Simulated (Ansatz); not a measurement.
**Run report: GeH4ClOF, nudged elastic band**

System: GeH4ClOF.
Method: RKS BHLYP-D4/def2-SVP (Ansatz 0.2.0).

It belongs to a series of runs on one base structure; here: band between the two ends. Figures and captions count atoms from 1; the log counts them from 0 in places.

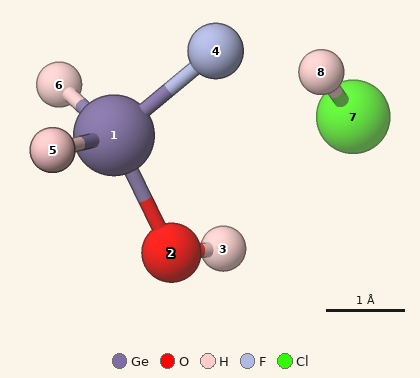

*The structure as given in the input (ball-and-stick view, seen at a tilt; atoms are numbered from 1 in the order of the input). Sticks mark near contacts.*

Bond lengths as drawn: Cl–H 1.29 Å, F–Ge 1.76 Å, Ge–H 1.52 Å, Ge–O 1.74 Å and H–O 0.96 Å.

Input file
```yaml
crystal:
  periodic: [false, false, false]
  atoms:
    - { symbol: Ge, position_ang: [-0.373176, 0.222622, 0.015412] }
    - { symbol: O, position_ang: [-0.795611, 0.18353, 1.70485] }
    - { symbol: H, position_ang: [-0.515327, -0.609558, 2.164988] }
    - { symbol: F, position_ang: [1.356852, -0.071442, -0.052739] }
    - { symbol: H, position_ang: [-0.601973, 1.634988, -0.487337] }
    - { symbol: H, position_ang: [-0.980814, -0.911774, -0.797198] }
    - { symbol: Cl, position_ang: [1.363093, -2.338158, 2.000882] }
    - { symbol: H, position_ang: [1.770256, -1.44171, 1.165641] }
basis:
  gaussian: { orbitals: def2-SVP }
hamiltonian:
  xc: { name: BHLYP }
  dispersion: d4
neb:
  order_check: false
  images: 7
  f_tol: 0.03
  max_iterations: 60
  final_atoms:
    - { symbol: Ge, position_ang: [0.42403932, -0.21108071, -0.27781806] }
    - { symbol: O, position_ang: [-0.59518539, -0.2717933, 2.23889638] }
    - { symbol: H, position_ang: [-1.30505061, -0.88523089, 2.42352439] }
    - { symbol: F, position_ang: [1.05902455, -0.13911949, -1.88960098] }
    - { symbol: H, position_ang: [0.47808593, 1.2140698, 0.2251442] }
    - { symbol: H, position_ang: [-0.88898879, -0.9514771, -0.42796758] }
    - { symbol: Cl, position_ang: [1.87718238, -1.44027767, 0.75359814] }
    - { symbol: H, position_ang: [0.17419261, -0.64659264, 2.66872251] }
  initial_path:
    images:
      - { positions_ang: [[-0.373176, 0.222622, 0.015412], [-0.795611, 0.18353, 1.70485], [-0.515327, -0.609558, 2.164988], [1.356852, -0.071442, -0.052739], [-0.601973, 1.634988, -0.487337], [-0.980814, -0.911774, -0.797198], [1.363093, -2.338158, 2.000882], [1.770256, -1.44171, 1.165641]] }
      - { positions_ang: [[-0.27032388, 0.17540882, 0.01492171], [-0.61663209, 0.12050402, 1.81056069], [-0.63783398, -0.54898725, 2.22364612], [1.43040978, -0.03779745, -0.1535767], [-0.61828022, 1.55647212, -0.48580171], [-0.8997683, -0.98526134, -0.74862665], [1.35122726, -2.25301806, 1.69644496], [1.48450142, -1.35882286, 1.35693058]] }
      - { positions_ang: [[-0.16747176, 0.12819564, 0.01443142], [-0.43765318, 0.05747804, 1.91627138], [-0.76034095, -0.4884165, 2.28230423], [1.50396756, -0.0041529, -0.2544144], [-0.63458743, 1.47795625, -0.48426642], [-0.8187226, -1.05874869, -0.7000553], [1.33936153, -2.16787813, 1.39200792], [1.19874684, -1.27593572, 1.54822017]] }
      - { positions_ang: [[-0.06461964, 0.08098247, 0.01394113], [-0.25867426, -0.00554794, 2.02198207], [-0.88284793, -0.42784575, 2.34096235], [1.57752534, 0.02949166, -0.3552521], [-0.65089465, 1.39944037, -0.48273113], [-0.7376769, -1.13223603, -0.65148395], [1.32749579, -2.08273819, 1.08757088], [0.91299225, -1.19304859, 1.73950975]] }
      - { positions_ang: [[0.03823248, 0.03376929, 0.01345084], [-0.07969535, -0.06857392, 2.12769276], [-1.00535491, -0.367275, 2.39962046], [1.65108311, 0.06313621, -0.4560898], [-0.66720186, 1.3209245, -0.48119584], [-0.6566312, -1.20572337, -0.6029126], [1.31563005, -1.99759825, 0.78313383], [0.62723767, -1.11016145, 1.93079934]] }
      - { positions_ang: [[0.13468419, -0.02744321, -0.05936638], [-0.20856786, -0.11937877, 2.15549367], [-1.08027883, -0.49676397, 2.40559645], [1.50306847, 0.01257229, -0.8144676], [-0.38087991, 1.29421082, -0.30461083], [-0.7147206, -1.1421618, -0.55917635], [1.45601813, -1.85826811, 0.77574991], [0.5139764, -0.99426925, 2.11528013]] }
      - { positions_ang: [[0.2311359, -0.08865571, -0.13218361], [-0.33744037, -0.17018361, 2.18329457], [-1.15520276, -0.62625294, 2.41157243], [1.35505383, -0.03799164, -1.17284539], [-0.09455797, 1.26749715, -0.12802582], [-0.77280999, -1.07860024, -0.51544009], [1.59640621, -1.71893796, 0.76836599], [0.40071514, -0.87837705, 2.29976093]] }
      - { positions_ang: [[0.32758761, -0.14986821, -0.20500083], [-0.46631288, -0.22098845, 2.21109548], [-1.23012668, -0.75574191, 2.41754841], [1.20703919, -0.08855556, -1.53122319], [0.19176398, 1.24078347, 0.04855919], [-0.83089939, -1.01503867, -0.47170384], [1.73679429, -1.57960781, 0.76098206], [0.28745387, -0.76248485, 2.48424172]] }
      - { positions_ang: [[0.42403932, -0.21108071, -0.27781806], [-0.59518539, -0.2717933, 2.23889638], [-1.30505061, -0.88523089, 2.42352439], [1.05902455, -0.13911949, -1.88960098], [0.47808593, 1.2140698, 0.2251442], [-0.88898879, -0.9514771, -0.42796758], [1.87718238, -1.44027767, 0.75359814], [0.17419261, -0.64659264, 2.66872251]] }
```

Hardware: 2 threads of Arm Neoverse V2, 24 GiB of memory available, shared host.

Command:
```bash
ansatz run input.yaml --threads 2 --pin off --max-ram 3072MiB --backend cpu --events-out ev --progress --plain --runs-dir out
```

The program's output
```
Engine: ansatz 0.2.0, aarch64-unknown-linux-gnu
Functional definition: BHLYP
  parameter a = 0.5
  exchange = (1 - a)*b88_x + a*exact_x
  correlation = lyp_c
1013 factors; integrals over basis functions are off by at most 3.6e-4 eV
mean field evaluation 1: about -73849.9447 eV, gradient 5.1e1 eV
mean field evaluation 2: about -73847.7327 eV, gradient 6.3e1 eV
mean field evaluation 4: about -73854.1992 eV, gradient 1.9e0 eV
mean field evaluation 8: about -73854.2362 eV, gradient 8.9e-2 eV
mean field evaluation 16: about -73854.2362 eV, gradient 7.1e-5 eV
mean field -73854.23620300 eV, -2714.0931202609 hartree, gradient 7.1e-5 eV, S^2 0.000000; 0 other end points of the search recorded, 0 dependent functions left out
the calculation of the forces begins
reference -73854.23636157 eV, -2714.0931260884 hartree; 35, 35 occupied and 63, 63 virtual orbitals, 1013 factors
1012 factors; integrals over basis functions are off by at most 8.2e-4 eV
mean field evaluation 32: about -73854.5595 eV, gradient 7.6e-5 eV
mean field -73854.55948967 eV, -2714.1050008271 hartree, gradient 7.6e-5 eV, S^2 0.000000; 0 other end points of the search recorded, 0 dependent functions left out
[... from here on the field's lines of each further geometry are left out, up to the last ...]
NEB iter   1: max|band force component| = 3.732e1 eV/Å  barrier→ = 8.0491 eV  barrier← = 8.3832 eV  Δτ_max = 0.2000 Å  (241 SCF iters)
NEB iter   2: max|band force component| = 8.204e0 eV/Å  barrier→ = 1.3382 eV  barrier← = 1.6723 eV  Δτ_max = 0.1994 Å  (226 SCF iters)
NEB iter   3: max|band force component| = 4.233e0 eV/Å  barrier→ = 1.1342 eV  barrier← = 1.4683 eV  Δτ_max = 0.1992 Å  (212 SCF iters)
NEB iter   4: max|band force component| = 1.499e0 eV/Å  barrier→ = 1.0824 eV  barrier← = 1.4166 eV  Δτ_max = 0.1975 Å  (215 SCF iters)
NEB iter   5: max|band force component| = 4.872e-1 eV/Å  barrier→ = 1.0488 eV  barrier← = 1.3830 eV  CI = image 4  Δτ_max = 0.1691 Å  (216 SCF iters)
NEB iter   6: max|band force component| = 1.145e0 eV/Å  barrier→ = 1.0497 eV  barrier← = 1.3839 eV  CI = image 4  Δτ_max = 0.0860 Å  (215 SCF iters)
NEB iter   7: max|band force component| = 2.687e-1 eV/Å  barrier→ = 1.0314 eV  barrier← = 1.3655 eV  CI = image 4  Δτ_max = 0.1685 Å  (220 SCF iters)
NEB iter   8: max|band force component| = 4.203e-1 eV/Å  barrier→ = 1.0114 eV  barrier← = 1.3455 eV  CI = image 4  Δτ_max = 0.0866 Å  (215 SCF iters)
NEB iter   9: max|band force component| = 2.413e-1 eV/Å  barrier→ = 1.0028 eV  barrier← = 1.3370 eV  CI = image 4  Δτ_max = 0.0865 Å  (215 SCF iters)
NEB iter  10: max|band force component| = 1.806e-1 eV/Å  barrier→ = 0.9978 eV  barrier← = 1.3319 eV  CI = image 4  Δτ_max = 0.0867 Å  (218 SCF iters)
NEB iter  11: max|band force component| = 2.230e-1 eV/Å  barrier→ = 0.9962 eV  barrier← = 1.3303 eV  CI = image 4  Δτ_max = 0.0431 Å  (218 SCF iters)
NEB iter  12: max|band force component| = 2.798e-1 eV/Å  barrier→ = 0.9957 eV  barrier← = 1.3298 eV  CI = image 4  Δτ_max = 0.0217 Å  (222 SCF iters)
NEB iter  13: max|band force component| = 1.717e-1 eV/Å  barrier→ = 0.9955 eV  barrier← = 1.3297 eV  CI = image 4  Δτ_max = 0.0215 Å  (211 SCF iters)
NEB iter  14: max|band force component| = 6.684e-2 eV/Å  barrier→ = 0.9954 eV  barrier← = 1.3296 eV  CI = image 4  Δτ_max = 0.0430 Å  (211 SCF iters)
NEB iter  15: max|band force component| = 6.983e-2 eV/Å  barrier→ = 0.9953 eV  barrier← = 1.3295 eV  CI = image 4  Δτ_max = 0.0215 Å  (213 SCF iters)
NEB iter  16: max|band force component| = 7.516e-2 eV/Å  barrier→ = 0.9952 eV  barrier← = 1.3293 eV  CI = image 4  Δτ_max = 0.0108 Å  (216 SCF iters)
NEB iter  17: max|band force component| = 6.433e-2 eV/Å  barrier→ = 0.9951 eV  barrier← = 1.3293 eV  CI = image 4  Δτ_max = 0.0108 Å  (195 SCF iters)
NEB iter  18: max|band force component| = 4.113e-2 eV/Å  barrier→ = 0.9951 eV  barrier← = 1.3292 eV  CI = image 4  Δτ_max = 0.0216 Å  (190 SCF iters)
NEB iter  19: max|band force component| = 3.214e-2 eV/Å  barrier→ = 0.9951 eV  barrier← = 1.3292 eV  CI = image 4  Δτ_max = 0.0216 Å  (218 SCF iters)
NEB iter  20: max|band force component| = 5.354e-2 eV/Å  barrier→ = 0.9951 eV  barrier← = 1.3292 eV  CI = image 4  Δτ_max = 0.0108 Å  (213 SCF iters)
the calculation of the forces begins
reference -73854.54177799 eV, -2714.1043499349 hartree; 35, 35 occupied and 63, 63 virtual orbitals, 1013 factors
1015 factors; integrals over basis functions are off by at most 9.9e-4 eV
mean field evaluation 1216: about -73853.2219 eV, gradient 1.5e-3 eV
mean field -73853.22186848 eV, -2714.0558441547 hartree, gradient 4.1e-5 eV, S^2 0.000000; 1 other end points of the search recorded, 0 dependent functions left out
the calculation of the forces begins
reference -73853.22201959 eV, -2714.0558497082 hartree; 35, 35 occupied and 63, 63 virtual orbitals, 1015 factors
NEB iter  21: max|band force component| = 2.959e-2 eV/Å  barrier→ = 0.9951 eV  barrier← = 1.3292 eV  CI = image 4  Δτ_max = 0.0000 Å  (370 SCF iters)
```

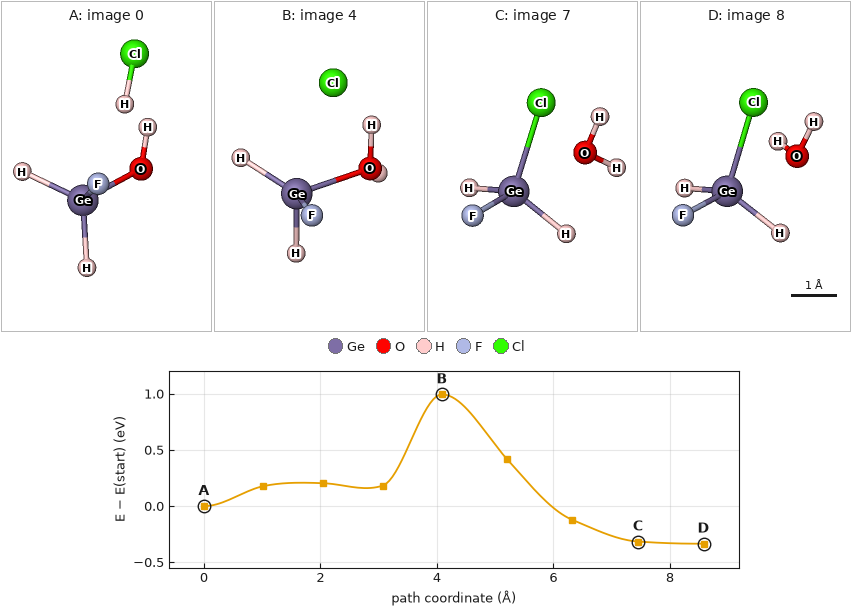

*Images of the last band (counted from 0; ball-and-stick, seen at a tilt) above the energy along the path; the line is a cubic interpolation that uses the forces.*

The highest image is number 4, 0.995 eV above the start and 1.329 eV above the end (the climbing image); the end lies 0.334 eV below the start. A further maximum stands at image 2, 0.204 eV from the start, so the path isn't one elementary step. The path is 8.58 Å long. The band converged in 21 iterations.

```
Total energy: -73853.42145966 eV, -2714.0631789956 hartree
Atom 0 at     0.048089    -0.118639    -0.054614 Å, force    -0.001188    -0.000484     0.002587 eV/Å
Atom 1 at    -0.014520    -0.170118     1.866046 Å, force    -0.001734    -0.002004    -0.002559 eV/Å
Atom 2 at    -0.811345     0.005288     2.372345 Å, force     0.000902     0.001106     0.000725 eV/Å
Atom 3 at     1.604020     0.405919    -0.532841 Å, force     0.001716     0.000429    -0.000657 eV/Å
Atom 4 at    -0.774583     1.174614    -0.124116 Å, force     0.000064    -0.000088     0.000416 eV/Å
Atom 5 at    -0.600667    -1.241442    -0.830048 Å, force     0.000373    -0.000389    -0.000082 eV/Å
Atom 6 at     1.298673    -2.281690     1.026397 Å, force     0.000498    -0.000576    -0.001261 eV/Å
Atom 7 at     0.473632    -1.105435     1.991329 Å, force    -0.000631     0.002007     0.000830 eV/Å
Dipole moment:    -1.114556     0.539766     0.306998 e Å
this run last wrote the band of iteration 21 to [file]
```

The last band as extended XYZ (Å, eV, eV/Å)
```
8
Properties=species:S:1:pos:R:3:forces:R:3 image=0 energy=-73854.41637
Ge   -0.3732    0.2226    0.0154    0.0067   0.0064  -0.0140
O    -0.7956    0.1835    1.7048    0.0033  -0.0113   0.0097
H    -0.5153   -0.6096    2.1650   -0.0026   0.0051   0.0034
F     1.3569   -0.0714   -0.0527   -0.0052   0.0030  -0.0004
H    -0.6020    1.6350   -0.4873    0.0017   0.0011   0.0011
H    -0.9808   -0.9118   -0.7972   -0.0028  -0.0049  -0.0016
Cl    1.3631   -2.3382    2.0009   -0.0016   0.0018   0.0000
H     1.7703   -1.4417    1.1656    0.0004  -0.0011   0.0017
8
Properties=species:S:1:pos:R:3:forces:R:3 image=1 energy=-73854.23811
Ge   -0.3083    0.2571   -0.0633   -0.0012  -0.0006   0.0050
O    -0.3586    0.1315    1.6864   -0.0482   0.0460   0.0165
H    -0.6364   -0.7076    2.0464    0.0300  -0.0850  -0.0209
F     1.3725    0.1286   -0.4568   -0.0071  -0.0296   0.0271
H    -0.7492    1.6587   -0.4411    0.0241   0.0129  -0.0215
H    -1.0085   -0.9091   -0.7471   -0.0180   0.0066   0.0114
Cl    1.3835   -2.5815    1.8749   -0.0418   0.0179   0.0006
H     1.5285   -1.3092    1.8151    0.0622   0.0318  -0.0181
8
Properties=species:S:1:pos:R:3:forces:R:3 image=2 energy=-73854.21201
Ge   -0.2360    0.2308   -0.1050   -0.0015  -0.0086   0.0167
O    -0.0667   -0.1397    1.6191   -0.0102   0.0008  -0.0192
H    -0.8686   -0.1858    2.1367    0.0060   0.0157   0.0094
F     1.4005    0.3758   -0.5976    0.0104   0.0062  -0.0023
H    -0.9056    1.5866   -0.2894   -0.0059  -0.0019   0.0014
H    -0.8559   -0.9352   -0.8600    0.0067  -0.0051  -0.0010
Cl    1.6761   -2.7056    1.8738   -0.0098   0.0210  -0.0065
H     1.0794   -1.5583    1.9369    0.0044  -0.0280   0.0015
8
Properties=species:S:1:pos:R:3:forces:R:3 image=3 energy=-73854.23404
Ge   -0.1446    0.0993   -0.0299   -0.0642   0.0598   0.0191
O    -0.1609   -0.1988    1.7200   -0.0677  -0.0231  -0.0609
H    -0.7496    0.3174    2.2651    0.0400   0.1111  -0.0223
F     1.4770    0.5173   -0.4190   -0.0172   0.0297   0.0313
H    -0.9972    1.3318   -0.2919   -0.0556   0.0468  -0.0460
H    -0.5047   -1.1673   -0.7786    0.0253   0.0204   0.0145
Cl    1.4869   -2.6002    1.3473    0.0304  -0.0723   0.1002
H     0.8164   -1.6311    1.9016    0.1091  -0.1723  -0.0359
8
Properties=species:S:1:pos:R:3:forces:R:3 image=4 energy=-73853.42131
Ge    0.0481   -0.1186   -0.0546   -0.0012  -0.0005   0.0026
O    -0.0145   -0.1701    1.8660   -0.0017  -0.0020  -0.0026
H    -0.8113    0.0053    2.3723    0.0009   0.0011   0.0007
F     1.6040    0.4059   -0.5328    0.0017   0.0004  -0.0007
H    -0.7746    1.1746   -0.1241    0.0001  -0.0001   0.0004
H    -0.6007   -1.2414   -0.8300    0.0004  -0.0004  -0.0001
Cl    1.2987   -2.2817    1.0264    0.0005  -0.0006  -0.0013
H     0.4736   -1.1054    1.9913   -0.0006   0.0020   0.0008
8
Properties=species:S:1:pos:R:3:forces:R:3 image=5 energy=-73853.99859
Ge    0.2200   -0.3384   -0.2643    0.0925  -0.1189  -0.1314
O    -0.0912   -0.0833    2.2250   -0.0349   0.0738   0.2262
H    -0.9418   -0.0369    2.6530   -0.0894  -0.0396   0.1680
F     1.6111    0.3693   -1.0001    0.0277  -0.0271  -0.2657
H    -0.5790    0.9142    0.0798    0.1340  -0.1501   0.1232
H    -0.6075   -1.2338   -1.1789    0.0116   0.0293  -0.2430
Cl    1.2966   -1.9965    0.7622   -0.0234   0.1488  -0.1577
H     0.3150   -0.9259    2.4378   -0.1181   0.0839   0.2804
8
Properties=species:S:1:pos:R:3:forces:R:3 image=6 energy=-73854.53851
Ge    0.3582   -0.3335   -0.4603    0.0236  -0.0101  -0.0522
O    -0.4619   -0.2244    2.3518   -0.1024  -0.0086   0.0354
H    -1.1135   -0.1615    3.0434   -0.0544  -0.0476   0.1225
F     1.4995    0.2456   -1.6200   -0.0037  -0.0378  -0.1776
H    -0.1584    0.9067    0.2237    0.1297   0.0042   0.0327
H    -0.6527   -1.2096   -1.1848   -0.0132   0.0231  -0.0109
Cl    1.5677   -1.6870    0.7213    0.0642   0.0659  -0.0067
H     0.1843   -0.8678    2.6394   -0.0438   0.0110   0.0568
8
Properties=species:S:1:pos:R:3:forces:R:3 image=7 energy=-73854.73165
Ge    0.4207   -0.2494   -0.3366   -0.0033   0.0064   0.0200
O    -0.6866   -0.6285    2.1538   -0.0333  -0.0530  -0.0215
H    -1.1605   -0.1214    2.8093    0.0123   0.0282  -0.0155
F     1.1961    0.0447   -1.8586   -0.0142  -0.0111  -0.0244
H     0.2249    1.1283    0.2580    0.0276   0.0108   0.0014
H    -0.7650   -1.1342   -0.6590   -0.0039   0.0089   0.0367
Cl    1.9196   -1.3724    0.7468    0.0253   0.0224   0.0040
H     0.0741   -0.9987    2.6008   -0.0105  -0.0126  -0.0007
8
Properties=species:S:1:pos:R:3:forces:R:3 image=8 energy=-73854.75051
Ge    0.4240   -0.2111   -0.2778   -0.0056   0.0099   0.0023
O    -0.5952   -0.2718    2.2389   -0.0031  -0.0017   0.0033
H    -1.3051   -0.8852    2.4235    0.0118   0.0035  -0.0019
F     1.0590   -0.1391   -1.8896    0.0031  -0.0023  -0.0042
H     0.4781    1.2141    0.2251    0.0009  -0.0023   0.0002
H    -0.8890   -0.9515   -0.4280   -0.0048  -0.0022   0.0000
Cl    1.8772   -1.4403    0.7536    0.0049  -0.0021   0.0041
H     0.1742   -0.6466    2.6687   -0.0072  -0.0029  -0.0038
```

Key numbers

- outcome: converged
- barrier, forward: 0.995 eV
- barrier, backward: 1.329 eV
- wall time: 5.3 min (CPU time 10 min)
- peak memory: 0.22 GiB

Notes

The order of the saddle point was not checked.
